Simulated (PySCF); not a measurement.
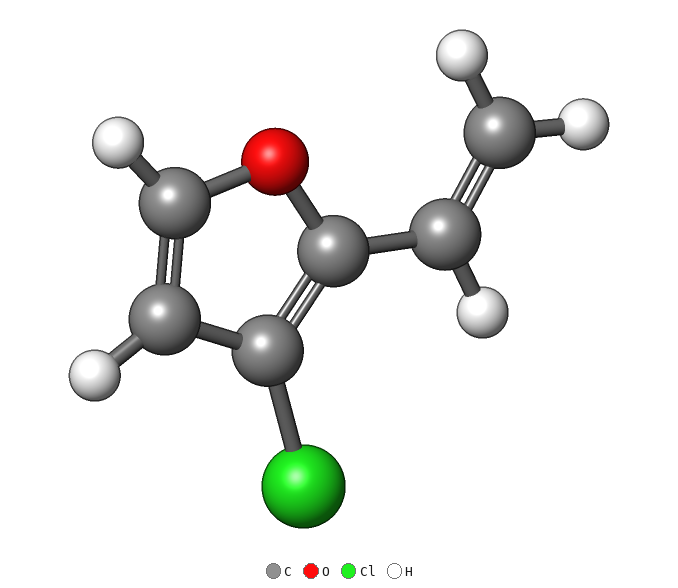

A ball-and-stick model of a molecule. Double and triple bonds are drawn as two and three sticks.

The computed structure is the end point of a GFN2-xTB optimisation. No frequency run is at hand to confirm it as a minimum.

Question: Which formula does it have?

Answer: C₆H₅ClO, 13 atoms: 6 carbon, 5 hydrogen, 1 chlorine and 1 oxygen.

Question: Name some functional groups or characteristic bonds that it holds.

Answer: Among them: alkene, C–Cl bond.

Question: Give a SMILES string for it.

Answer: C=Cc1occc1Cl

Question: Count the bonded pairs by element.

Answer: 5 C–C, 5 C–H, 2 C–O, 1 C–Cl.

Question: Describe its rings.

Answer: Independent rings (smallest set): 1 of 5 members, 1 of them aromatic.

More results for the same structure follow; atom numbers are the same in all pictures, views and colours differ.

### Geometry

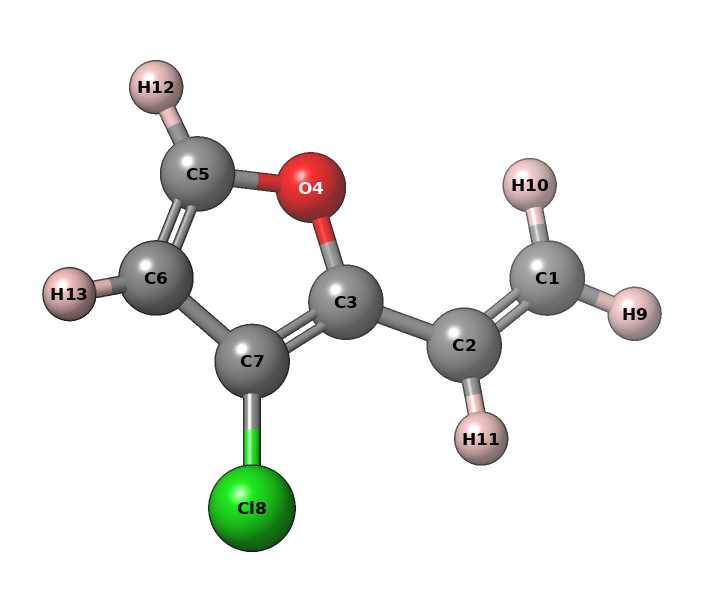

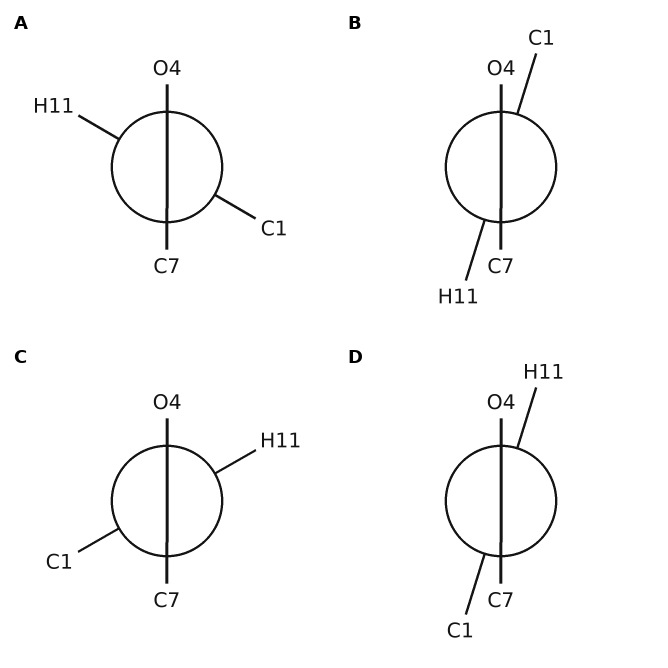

Atoms fade into the background with distance from the viewer. Bonds that would overlap in a projection are set slightly apart. No frequency run is at hand to confirm it as a minimum.

Question: Which Newman projection shows the view along C3–C2, with C3 in front?

Answer: B. The torsion angle O4–C3–C2–C1 is 0°, synperiplanar (eclipsed).

### Dipole moment

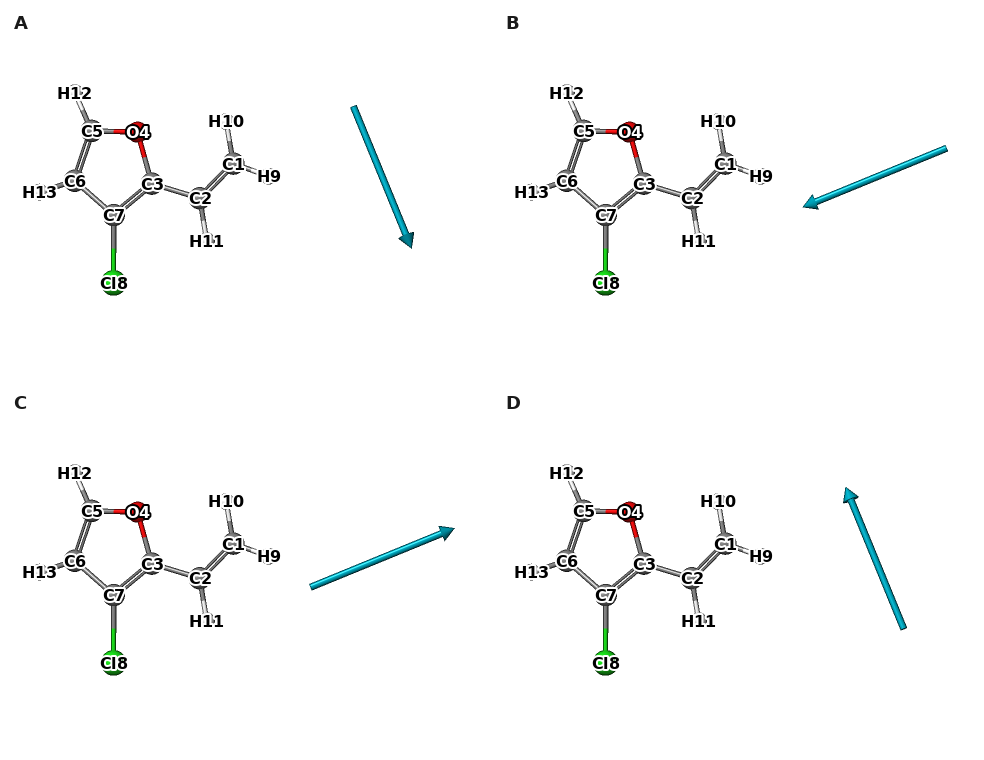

The same molecule four times, each with an arrow. No frequency run is at hand to confirm it as a minimum. Properties computed with PBE0/def2-SVPD, gas phase (PySCF 2.14.0).

Question: Which arrow points along the dipole moment, from the negative to the positive end?

Answer: D. The dipole moment is 1.13 D; it points from the side of H11 to the side of H12 (the outermost atoms at the two ends).

### Excitation

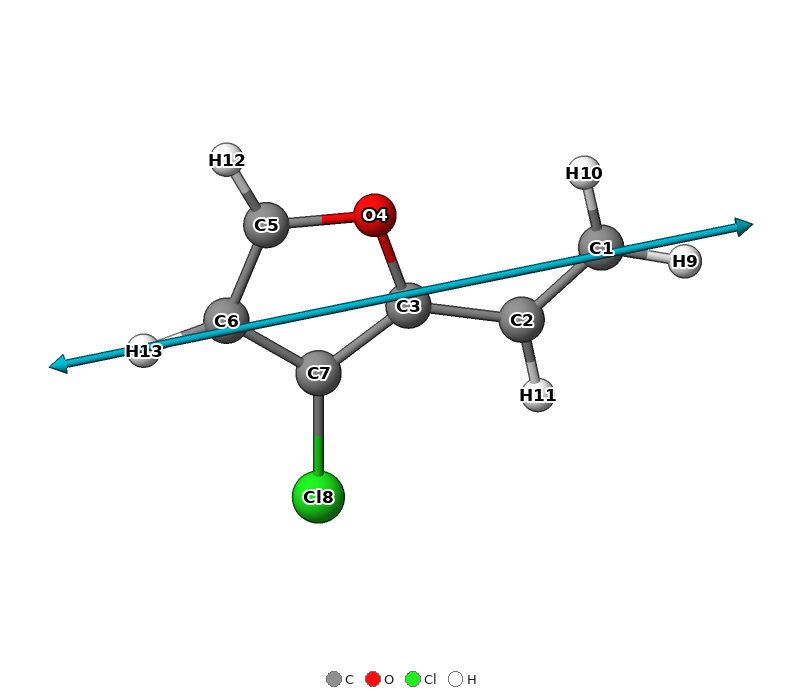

The double arrow shows the direction of the transition dipole to excited singlet state 1 (its length means nothing). No frequency run is at hand to confirm it as a minimum. Properties computed with TDDFT PBE0/def2-SVPD, vertical, gas phase, core orbitals frozen in the response (PySCF 2.14.0).

Question: How is the transition polarised?

Answer: In the molecular plane, nearly parallel to the O4–C5 bond.

Question: Where does the transition lie, and how strong is it?

Answer: 4.77 eV (260 nm), oscillator strength 0.44, mainly HOMO → LUMO (weight 0.98); transition dipole 4.93 D.

### Polarisability

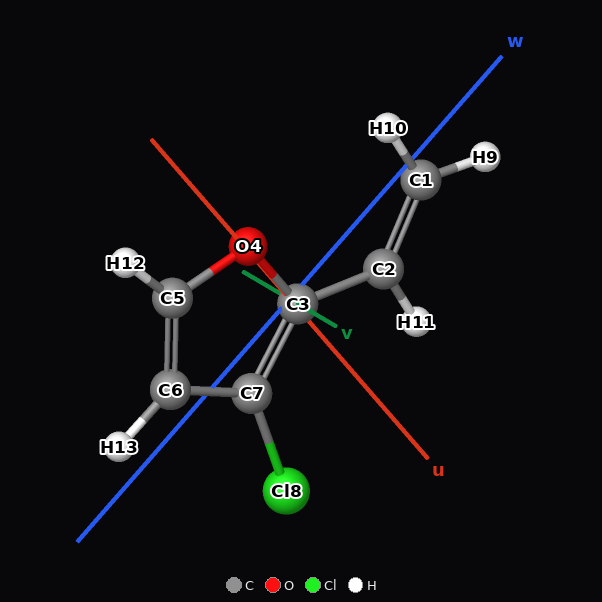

The lines u, v and w are the principal axes of the static dipole polarisability. No frequency run is at hand to confirm it as a minimum. Method: PBE0/def2-SVPD (PySCF 2.14.0).

Question: Along which axis is the molecule most polarisable, and along which least?

Answer: Most along w (in the molecular plane, at 24° to the long direction C1···Cl8), least along v (normal to the molecular plane).

Question: Give the three principal values.

Answer: u 94.9, v 53.4, w 126.0 bohr³; mean 91.5, anisotropy 63.1 bohr³.
